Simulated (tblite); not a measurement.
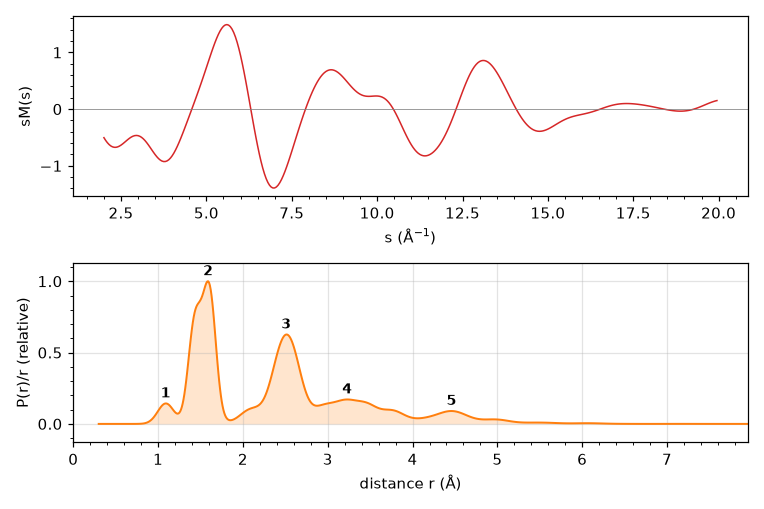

Simulated gas electron diffraction: reduced molecular intensity sM(s) from the Debye equation in the first Born approximation (top) and the radial distribution curve (bottom) of C4H9O4P. Each pair of atoms contributes with weight ZᵢZⱼ/r; damping constant 0.0015 Å²; vibrational amplitudes assumed, not computed: 0.05 Å for bonds, 0.078 Å for bonds to H, 0.06 + 0.015 r up to 0.15 Å for other pairs. The geometry is the end point of an optimisation (GFN2-xTB geometry optimisation, gas phase (tblite 0.8.0)); it may be a saddle point or a higher isomer. SMILES: CCOP1(=O)OCCO1.

Q: Assign the numbered peaks of the radial distribution curve (– bonded, ··· not bonded).

A: Peak 1, 1.09 Å: C–H 1.09 Å (×9)
Peak 2, 1.59 Å: P–O 1.45–1.62 Å (×4), C–C 1.52–1.55 Å (×2), not resolved; in its flanks O–C 1.41 Å
Peak 3, 2.51 Å: O···C 2.37–2.43 Å (×3), O···O 2.40–2.63 Å (×6), P···C 2.47–2.58 Å (×3), not resolved
Peak 4, 3.23 Å: O···H 2.98–3.48 Å (×6), O···C 3.04–3.47 Å (×5), P···C 3.19 Å, P···H 3.24–3.47 Å (×4), not resolved; in its flanks O···H 2.92–3.98 Å, O···C 2.94–3.80 Å
Peak 5, 4.46 Å: O···H 4.18–4.54 Å (×11), C···H 4.31–4.61 Å (×4), C···C 4.42–4.52 Å (×3), O···C 4.62 Å, not resolved
